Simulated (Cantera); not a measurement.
Feed: 1 mol B2O3, 7 mol BCl3, 3.9 mol O2, 3 mol NF3, held at 18.0 mbar.

These are equilibrium values from Cantera (NASA tables, ideal gas, pure condensed phases), not measurements of a reactor. Candidate condensed phases: B, BN, B2O3; 42 gas species. The tables' values for BOCl are old estimates; treat these amounts as uncertain. Kinetics and transport are ignored.

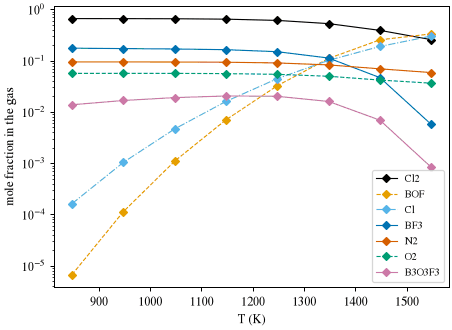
Equilibrium gas composition (values under 1e-9 drawn at 1e-9)

Task: Read off the mole fractions at 1148 K.

Result: Cl2 about 0.64, BF3 about 0.16, N2 about 0.093, O2 about 0.056, B3O3F3 about 0.020, Cl about 0.016, BOF about 0.0070.
